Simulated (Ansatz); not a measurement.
HfO2: response to strain

Base system: HfO$_{2}$ in the fluorite structure (space group Fm-3m, No. 225; a = 5.0010 Å).

Strains are applied to the cell and any free atomic positions relax.

Computed with LDA in Ansatz (plane waves to 420 eV, PAW, spin-orbit coupling left out).

Notes on the quantities. energy relative to the base: free energy F.

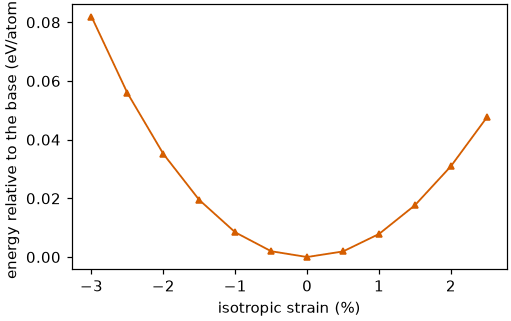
Energy relative to the base against isotropic strain

Problem. From the plot, what is the energy relative to the base for isotropic strain +0.50 %?

Solution. About 0.002 eV/atom.

Problem. Is the trend monotonic over the range shown?

Solution. No, it turns within the range, spanning 0 meV/atom to +82 meV/atom.

Stability against distortions was not tested. This is not the structure that HfO2 has at room temperature and ambient pressure.

Ansatz is a first-principles code.
